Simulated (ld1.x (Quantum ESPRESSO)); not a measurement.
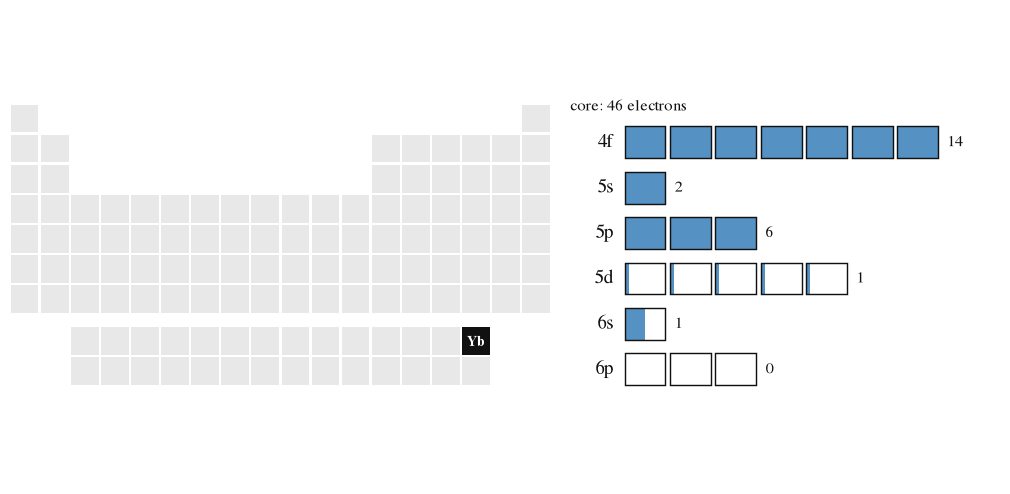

Fig. 1: Left, the place of ytterbium in the periodic table; right, the valence shells of the reference configuration: a box for each of the 2l + 1 orbitals, shaded by the share of the shell that is filled, with the electron count at the right.

**Run report: Yb, pseudopotential generation**

- system: ytterbium (Yb, Z = 70), core [Kr] 4d10, reference valence 4f14 5s2 5p6 5d1 6s1 6p0, valence charge 24.
- method: ultrasoft potential, PBE, scalar-relativistic, made with ld1.x (Quantum ESPRESSO) 7.5

### Input
```
 &input
   title='Yb', zed=70., rel=1, dft='PBE', iswitch=3,
   config='[Xe] 4f14 5d1 6s1 6p0',
   nld=4, rlderiv=4.50, eminld=-6.0, emaxld=5.0, deld=0.02
 /
 &inputp
   pseudotype=3, tm=.true., lloc=-1, rcloc=2.05,
   nlcc=.true., rcore=1.05,
   which_augfun='PSQ', rmatch_augfun=0.90,
   file_pseudopw='Yb.UPF', file_wfcaegen='ae.wfc', file_wfcncgen='nc.wfc', file_beta='beta', file_chi='chi', file_wfcusgen='us.wfc'
 /
8
5S  1  0   2.00   0.00  1.60  2.25  0.0
6S  2  0   1.00   0.00  1.60  2.25  0.0
5P  2  1   6.00   0.00  1.95  3.12  0.0
6P  3  1   0.00   0.00  1.95  3.12  0.0
5D  3  2   1.00   0.00  3.25  4.15  0.0
5D  3  2   0.00   4.05  3.25  4.15  0.0
4F  4  3  14.00   0.00  0.90  1.05  0.0
4F  4  3   0.00   1.45  0.90  1.05  0.0
 &test
   configts(1)='4f14 5s2 5p6 5d1 6s1 6p0'
 /
```

### Input of the test run
```
 &input
   title='Yb', zed=70., rel=1, dft='PBE', iswitch=2,
   config='[Xe] 4f14 5d1 6s1 6p0'
 /
 &test
   file_pseudo='Yb.UPF', nconf=8,
   configts(1)='4f14 5s2 5p6 5d1 6s1 6p0',
   configts(2)='4f14 5s2 5p6 5d0 6s2 6p0',
   configts(3)='4f14 5s2 5p6 5d0 6s1 6p0',
   configts(4)='4f14 5s2 5p6 5d0 6s0 6p0',
   configts(5)='4f13 5s2 5p6 5d0 6s0 6p0',
   configts(6)='4f14 5s2 5p6 5d0 6s0 6p1',
   configts(7)='4f14 5s1 5p6 5d0 6s2 6p0',
   configts(8)='4f14 5s2 5p6 5d0 6s1.5 6p0'
 /
```

Command:
```bash
ld1.x < Yb.in > Yb.out
```

### Output
```
     Program LD1 v.7.5
     --------------------------- All-electron run ----------------------------

     Yb
     scalar relativistic calculation

     atomic number is 70.00
     dft =PBE   lsd =0 sic =0 latt =0  beta=0.20 tr2=1.0E-14
     Exchange-correlation= PBE
                           (   1   4   3   4   0   0   0)
     mesh =1269 r(mesh) =  99.63413 a.u. xmin = -7.00 dx = 0.01250
     1 Ry =  13.60569312 eV, c = 137.03599908

     n l     nl                  e(Ry)          e(Ha)          e(eV)
     1 0     1S 1( 2.00)     -4501.4744     -2250.7372    -61245.6791
     2 0     2S 1( 2.00)      -762.6421      -381.3211    -10376.2747
     2 1     2P 1( 6.00)      -672.0756      -336.0378     -9144.0541
     3 0     3S 1( 2.00)      -171.8888       -85.9444     -2338.6664
     3 1     3P 1( 6.00)      -144.5931       -72.2966     -1967.2897
     4 0     4S 1( 2.00)       -33.8048       -16.9024      -459.9380
     4 1     4P 1( 6.00)       -24.8472       -12.4236      -338.0636
     3 2     3D 1(10.00)      -111.3864       -55.6932     -1515.4890
     5 0     5S 1( 2.00)        -4.0160        -2.0080       -54.6402
     5 1     5P 1( 6.00)        -1.9984        -0.9992       -27.1891
     4 2     4D 1(10.00)       -13.0632        -6.5316      -177.7343
     4 3     4F 1(14.00)        -0.2055        -0.1028        -2.7961
     5 2     5D 1( 1.00)        -0.0528        -0.0264        -0.7184
     6 0     6S 1( 1.00)        -0.2929        -0.1464        -3.9845
     6 1     6P 1( 0.00)        -0.0930        -0.0465        -1.2654

     final scf error:  9.4E-15 reached in  44 iterations

     Etot =  -28119.378628 Ry,  -14059.689314 Ha, -382583.636426 eV

     Ekin =   30647.946679 Ry,   15323.973340 Ha,  416986.557367 eV
     Encl =  -69224.992526 Ry,  -34612.496263 Ha, -941854.004751 eV
     Eh   =   11043.253047 Ry,    5521.626524 Ha,  150251.112039 eV
     Exc  =    -585.585829 Ry,    -292.792914 Ha,   -7967.301081 eV

     normalization and overlap integrals

     s(1S/1S) =  1.000000  <r> =   0.0197  <r2> =    0.0005  r(max) =   0.0123
     s(2S/2S) =  1.000000  <r> =   0.0833  <r2> =    0.0082  r(max) =   0.0708
     s(2P/2P) =  1.000000  <r> =   0.0741  <r2> =    0.0067  r(max) =   0.0572
     s(3S/3S) =  1.000000  <r> =   0.2167  <r2> =    0.0537  r(max) =   0.1997
     s(3P/3P) =  1.000000  <r> =   0.2162  <r2> =    0.0542  r(max) =   0.1972
     s(4S/4S) =  1.000000  <r> =   0.4878  <r2> =    0.2687  r(max) =   0.4557
     s(4P/4P) =  1.000000  <r> =   0.5182  <r2> =    0.3056  r(max) =   0.4790
     s(3D/3D) =  1.000000  <r> =   0.1961  <r2> =    0.0451  r(max) =   0.1595
     s(5S/5S) =  1.000000  <r> =   1.2091  <r2> =    1.6496  r(max) =   1.0661
     s(5P/5P) =  1.000000  <r> =   1.4542  <r2> =    2.4198  r(max) =   1.2386
     s(4D/4D) =  1.000000  <r> =   0.5600  <r2> =    0.3642  r(max) =   0.4912
     s(4F/4F) =  1.000001  <r> =   0.7933  <r2> =    0.8960  r(max) =   0.4851
     s(5D/5D) =  1.000000  <r> =   4.2685  <r2> =   25.0392  r(max) =   2.1739
     s(6S/6S) =  1.000000  <r> =   3.9732  <r2> =   18.1128  r(max) =   3.2838
     s(6P/6P) =  1.000000  <r> =   6.0617  <r2> =   42.9452  r(max) =   4.8380

     ------------------------ End of All-electron run ------------------------

     --------------------- Generating US pseudopotential ---------------------

      Generating local potential from pseudized AE potential:
      Matching radius rcloc =   2.0500

      Local pseudo, rcloc= 2.068 Estimated cut-off energy=     5.85 Ry

      Computing core charge for nlcc:

       r > 1.05 : true rho core
       r < 1.05 : rho core = a sin(br)/r    a=   6.26  b=   2.66

      Integrated core pseudo-charge :   2.95
      Wfc-us  5S rcutus= 2.229  Estimated cut-off energy=    11.42 Ry
      Wfc-us  6S rcutus= 2.229  Estimated cut-off energy=    23.29 Ry
      Wfc-us  5P rcutus= 3.085  Estimated cut-off energy=     9.35 Ry
      Wfc-us  6P rcutus= 3.085  Estimated cut-off energy=    17.54 Ry
      Wfc-us  5D rcutus= 4.164  Estimated cut-off energy=     6.54 Ry
      Wfc-us  5D rcutus= 4.164  Estimated cut-off energy=     6.49 Ry
      Wfc-us  4F rcutus= 1.053  Estimated cut-off energy=   142.55 Ry
      Wfc-us  4F rcutus= 1.053  Estimated cut-off energy=   167.59 Ry

     Q pseudized with Bessel functions
     Expected ecutrho=     722.6004 due to l1=  3   l2=  3

     ------------------- End of pseudopotential generation -------------------

     --------------------------- All-electron run ----------------------------

     Yb
     scalar relativistic calculation

     atomic number is 70.00
     dft =PBE   lsd =0 sic =0 latt =0  beta=0.20 tr2=1.0E-14
     Exchange-correlation= PBE
                           (   1   4   3   4   0   0   0)
     mesh =1269 r(mesh) =  99.63413 a.u. xmin = -7.00 dx = 0.01250
     1 Ry =  13.60569312 eV, c = 137.03599908

     n l     nl                  e(Ry)          e(Ha)          e(eV)
     1 0     1S 1( 2.00)     -4501.4744     -2250.7372    -61245.6791
     2 0     2S 1( 2.00)      -762.6421      -381.3211    -10376.2747
     2 1     2P 1( 6.00)      -672.0756      -336.0378     -9144.0541
     3 0     3S 1( 2.00)      -171.8888       -85.9444     -2338.6664
     3 1     3P 1( 6.00)      -144.5931       -72.2966     -1967.2897
     4 0     4S 1( 2.00)       -33.8048       -16.9024      -459.9380
     4 1     4P 1( 6.00)       -24.8472       -12.4236      -338.0636
     3 2     3D 1(10.00)      -111.3864       -55.6932     -1515.4890
     5 0     5S 1( 2.00)        -4.0160        -2.0080       -54.6402
     5 1     5P 1( 6.00)        -1.9984        -0.9992       -27.1891
     4 2     4D 1(10.00)       -13.0632        -6.5316      -177.7343
     4 3     4F 1(14.00)        -0.2055        -0.1028        -2.7961
     5 2     5D 1( 1.00)        -0.0528        -0.0264        -0.7184
     6 0     6S 1( 1.00)        -0.2929        -0.1464        -3.9845
     6 1     6P 1( 0.00)        -0.0930        -0.0465        -1.2654

     final scf error:  9.4E-15 reached in  44 iterations

     Etot =  -28119.378628 Ry,  -14059.689314 Ha, -382583.636426 eV

     Ekin =   30647.946679 Ry,   15323.973340 Ha,  416986.557367 eV
     Encl =  -69224.992526 Ry,  -34612.496263 Ha, -941854.004751 eV
     Eh   =   11043.253047 Ry,    5521.626524 Ha,  150251.112039 eV
     Exc  =    -585.585829 Ry,    -292.792914 Ha,   -7967.301081 eV

     normalization and overlap integrals

     s(1S/1S) =  1.000000  <r> =   0.0197  <r2> =    0.0005  r(max) =   0.0123
     s(2S/2S) =  1.000000  <r> =   0.0833  <r2> =    0.0082  r(max) =   0.0708
     s(2P/2P) =  1.000000  <r> =   0.0741  <r2> =    0.0067  r(max) =   0.0572
     s(3S/3S) =  1.000000  <r> =   0.2167  <r2> =    0.0537  r(max) =   0.1997
     s(3P/3P) =  1.000000  <r> =   0.2162  <r2> =    0.0542  r(max) =   0.1972
     s(4S/4S) =  1.000000  <r> =   0.4878  <r2> =    0.2687  r(max) =   0.4557
     s(4P/4P) =  1.000000  <r> =   0.5182  <r2> =    0.3056  r(max) =   0.4790
     s(3D/3D) =  1.000000  <r> =   0.1961  <r2> =    0.0451  r(max) =   0.1595
     s(5S/5S) =  1.000000  <r> =   1.2091  <r2> =    1.6496  r(max) =   1.0661
     s(5P/5P) =  1.000000  <r> =   1.4542  <r2> =    2.4198  r(max) =   1.2386
     s(4D/4D) =  1.000000  <r> =   0.5600  <r2> =    0.3642  r(max) =   0.4912
     s(4F/4F) =  1.000001  <r> =   0.7933  <r2> =    0.8960  r(max) =   0.4851
     s(5D/5D) =  1.000000  <r> =   4.2685  <r2> =   25.0392  r(max) =   2.1739
     s(6S/6S) =  1.000000  <r> =   3.9732  <r2> =   18.1128  r(max) =   3.2838
     s(6P/6P) =  1.000000  <r> =   6.0617  <r2> =   42.9452  r(max) =   4.8380

     ------------------------ End of All-electron run ------------------------

     Computing logarithmic derivative in   4.51667
     Computing logarithmic derivative in   4.51667
     Computing the partial wave expansion
     R is outside the sphere for l=    0 j= 0.00
     R is outside the sphere for l=    0 j= 0.00
     R is outside the sphere for l=    1 j= 0.00
     R is outside the sphere for l=    1 j= 0.00
     R is outside the sphere for l=    2 j= 0.00
     R is outside the sphere for l=    2 j= 0.00
     R is outside the sphere for l=    3 j= 0.00
     R is outside the sphere for l=    3 j= 0.00

     ---------------------- Testing the pseudopotential ----------------------

     Yb
     scalar relativistic calculation

     atomic number is 70.00   valence charge is 24.00
     dft =PBE   lsd =0 sic =0 latt =0  beta=0.20 tr2=1.0E-14
     mesh =1269 r(mesh) =  99.63413 xmin = -7.00 dx = 0.01250

     n l     nl             e AE (Ry)        e PS (Ry)    De AE-PS (Ry)
     4 3     4F   1(14.00)       -0.20551       -0.20550       -0.00001
     1 0     5S   1( 2.00)       -4.01598       -4.01597       -0.00001
     2 1     5P   1( 6.00)       -1.99837       -1.99836       -0.00001
     3 2     5D   1( 1.00)       -0.05280       -0.05280       -0.00000
     2 0     6S   1( 1.00)       -0.29286       -0.29286       -0.00000
     3 1     6P   1( 0.00)       -0.09301       -0.09300       -0.00000

     eps = 2.8E-15  iter = 15

     Etot =  -28119.378628 Ry,  -14059.689314 Ha, -382583.636426 eV
     Etotps =  -531.028809 Ry,    -265.514404 Ha,   -7225.015014 eV

     Ekin =     166.626397 Ry,      83.313198 Ha,    2267.067623 eV
     Encl =   -1121.747189 Ry,    -560.873594 Ha,  -15262.148013 eV
     Ehrt =     516.725075 Ry,     258.362538 Ha,    7030.402801 eV
     Ecxc =     -58.513271 Ry,     -29.256635 Ha,    -796.113605 eV
     (Ecc =      -4.108489 Ry,      -2.054245 Ha,     -55.898845 eV)
     Epseu=     -34.119821 Ry,     -17.059911 Ha,    -464.223820 eV

     ---------------------- End of pseudopotential test ----------------------
```

### Output of the test run (extracts)
```
     ---------------------- Testing the pseudopotential ----------------------

     Yb
     scalar relativistic calculation

     atomic number is 70.00   valence charge is 24.00
     dft =PBE   lsd =0 sic =0 latt =0  beta=0.20 tr2=1.0E-14
     mesh =1269 r(mesh) =  99.63413 xmin = -7.00 dx = 0.01250

     n l     nl             e AE (Ry)        e PS (Ry)    De AE-PS (Ry)
     4 3     4F   1(14.00)       -0.20551       -0.20550       -0.00001
     1 0     5S   1( 2.00)       -4.01598       -4.01597       -0.00001
     2 1     5P   1( 6.00)       -1.99837       -1.99836       -0.00001
     3 2     5D   1( 1.00)       -0.05280       -0.05280       -0.00000
     2 0     6S   1( 1.00)       -0.29286       -0.29286       -0.00000
     3 1     6P   1( 0.00)       -0.09301       -0.09300       -0.00000

     eps = 3.2E-15  iter = 15

     Etot =  -28119.378628 Ry,  -14059.689314 Ha, -382583.636425 eV
     Etotps =  -531.028809 Ry,    -265.514404 Ha,   -7225.015012 eV

     Ekin =     166.626397 Ry,      83.313199 Ha,    2267.067625 eV
     Encl =   -1121.747189 Ry,    -560.873594 Ha,  -15262.148012 eV
     Ehrt =     516.725075 Ry,     258.362538 Ha,    7030.402800 eV
     Ecxc =     -58.513271 Ry,     -29.256635 Ha,    -796.113605 eV
     (Ecc =      -4.108489 Ry,      -2.054245 Ha,     -55.898845 eV)
     Epseu=     -34.119821 Ry,     -17.059911 Ha,    -464.223820 eV

     ---------------------- End of pseudopotential test ----------------------

     ---------------------- Testing the pseudopotential ----------------------

     Yb
     scalar relativistic calculation

     atomic number is 70.00   valence charge is 24.00
     dft =PBE   lsd =0 sic =0 latt =0  beta=0.20 tr2=1.0E-14
     mesh =1269 r(mesh) =  99.63413 xmin = -7.00 dx = 0.01250

     n l     nl             e AE (Ry)        e PS (Ry)    De AE-PS (Ry)
     4 3     4F   1(14.00)       -0.22136       -0.22649        0.00512  !
     1 0     5S   1( 2.00)       -4.03678       -4.04628        0.00950  !
     2 1     5P   1( 6.00)       -2.01541       -2.02385        0.00844  !
     3 2     5D   1( 0.00)       -0.04894       -0.04982        0.00088
     2 0     6S   1( 2.00)       -0.28800       -0.28795       -0.00005
     3 1     6P   1( 0.00)       -0.08127       -0.08123       -0.00004

     eps = 5.2E-15  iter = 15

     Etot =  -28119.618122 Ry,  -14059.809061 Ha, -382586.894904 eV
     Etotps =  -531.268194 Ry,    -265.634097 Ha,   -7228.272007 eV
     dEtot_ae =      -0.239494 Ry
     dEtot_ps =      -0.239385 Ry,   Delta E=      -0.000109 Ry

     Ekin =     168.165022 Ry,      84.082511 Ha,    2288.001682 eV
     Encl =   -1121.127501 Ry,    -560.563750 Ha,  -15253.716728 eV
     Ehrt =     516.199797 Ry,     258.099899 Ha,    7023.256033 eV
     Ecxc =     -58.448324 Ry,     -29.224162 Ha,    -795.229964 eV
     (Ecc =      -4.108489 Ry,      -2.054245 Ha,     -55.898845 eV)
     Epseu=     -36.057188 Ry,     -18.028594 Ha,    -490.583030 eV

     ---------------------- End of pseudopotential test ----------------------

     ---------------------- Testing the pseudopotential ----------------------

     Yb
     scalar relativistic calculation

     atomic number is 70.00   valence charge is 24.00
     dft =PBE   lsd =0 sic =0 latt =0  beta=0.20 tr2=1.0E-14
     mesh =1269 r(mesh) =  99.63413 xmin = -7.00 dx = 0.01250

     n l     nl             e AE (Ry)        e PS (Ry)    De AE-PS (Ry)
     4 3     4F   1(14.00)       -0.71593       -0.72302        0.00709  !
     1 0     5S   1( 2.00)       -4.53711       -4.54693        0.00982  !
     2 1     5P   1( 6.00)       -2.51482       -2.52377        0.00896  !
     3 2     5D   1( 0.00)       -0.47471       -0.52197        0.04727  !
     2 0     6S   1( 1.00)       -0.68165       -0.68190        0.00024
     3 1     6P   1( 0.00)       -0.40642       -0.41115        0.00472

     eps = 9.2E-15  iter = 11

     Etot =  -28119.138079 Ry,  -14059.569039 Ha, -382580.363581 eV
     Etotps =  -530.787877 Ry,    -265.393939 Ha,   -7221.736969 eV
     dEtot_ae =       0.240550 Ry
     dEtot_ps =       0.240932 Ry,   Delta E=      -0.000382 Ry

     Ekin =     167.333491 Ry,      83.666746 Ha,    2276.688130 eV
     Encl =   -1109.162101 Ry,    -554.581051 Ha,  -15090.919174 eV
     Ehrt =     504.567105 Ry,     252.283553 Ha,    6864.985194 eV
     Ecxc =     -58.146693 Ry,     -29.073346 Ha,    -791.126057 eV
     (Ecc =      -4.108489 Ry,      -2.054245 Ha,     -55.898845 eV)
     Epseu=     -35.379680 Ry,     -17.689840 Ha,    -481.365063 eV

     ---------------------- End of pseudopotential test ----------------------
```

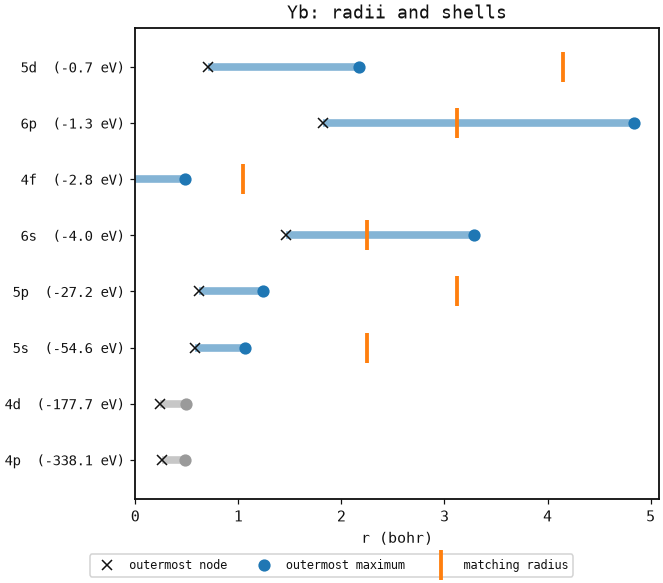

Fig. 2: Outer shells of the all-electron reference atom: each bar runs from the outermost node (or the nucleus) to the outermost maximum of u(r); the tick is the radius chosen for the pseudo-wave. Shells without a tick have no pseudo-wave of their own. Levels, nodes and maxima are from ld1.x, scalar-relativistic.

- Radii against the shells: 5s: 2.25 bohr, outside the maximum; 5p: 3.12 bohr, outside the maximum; 6s: 2.25 bohr, between node and maximum; 4f: 1.05 bohr, outside the maximum; 6p: 3.12 bohr, between node and maximum; 5d: 4.15 bohr, outside the maximum. The p channel couldn't be tested for ghost states or cutoffs, since the overlap operator isn't positive definite there.

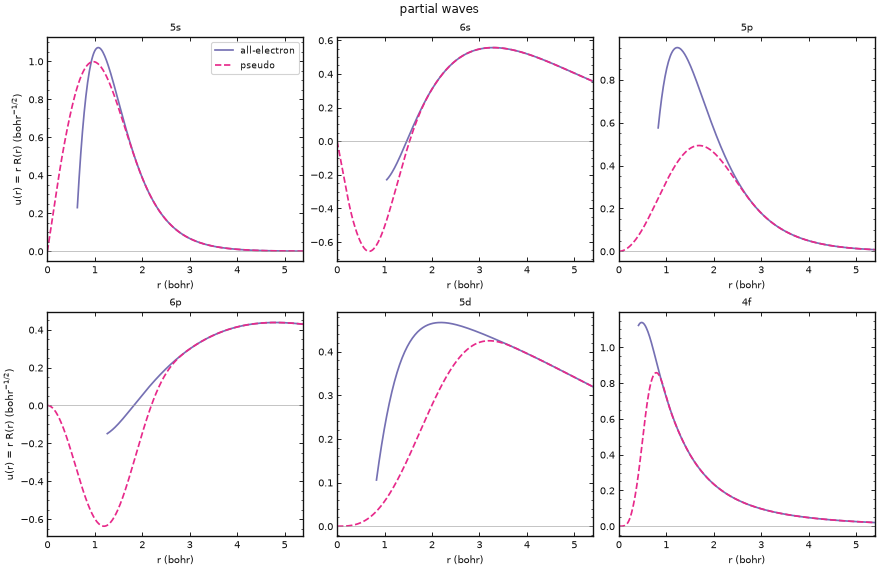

Fig. 3: Pseudo-waves (dashed) against the all-electron radial functions (solid). The innermost oscillations of some all-electron curves aren't drawn. Reference configuration 4f14 5s2 5p6 5d1 6s1 6p0.

- Matching radii: 5s at 2.25 bohr; 6s at 2.25 bohr; 5p at 3.12 bohr; 6p at 3.12 bohr; 5d at 4.15 bohr; 4f at 1.05 bohr. The curves merge smoothly, so the plot gives these only roughly.
- Nodes of the pseudo-waves: 5s has no node; 6s has a node at about 1.5 bohr; 5p has no node; 6p has a node at about 2.2 bohr; 5d has no node; 4f has no node. A node in 6s and 6p is allowed, since a lower shell of the same l is also in the valence. The potential isn't sound: its overlap operator has a negative eigenvalue, -2.1.

### Summary

- outcome: generated, but the overlap operator is not positive, so unusable
- configuration tests: test run stopped at test 3 of 7 (negative rho)
- lowest eigenvalue of the overlap operator S in a Bessel basis (separate test): -2.1 (p channel); it is negative, so in a basis up to 400 Ry S is not positive definite
- density cutoff estimated by the generator: 723 Ry
- largest excitation error among the tests solved: -5.2 meV (all-electron minus pseudo) for 4f14 5s2 5p6 5d0 6s1 6p0
- range over which the phases arctan(r u′/u) at the test radius agree within 0.05 rad (a looser test near the poles than one of phase shifts): s: up to about 4.2 Ry; p: between about -0.6 and 0.4 Ry; d: up to about 0.1 Ry; f: over the whole range computed
- hardware: 1 CPU thread, shared host
- wall time: 2.5 s

### Remarks

The p channel couldn't be tested for ghost states or cutoffs, since the overlap operator isn't positive definite there.
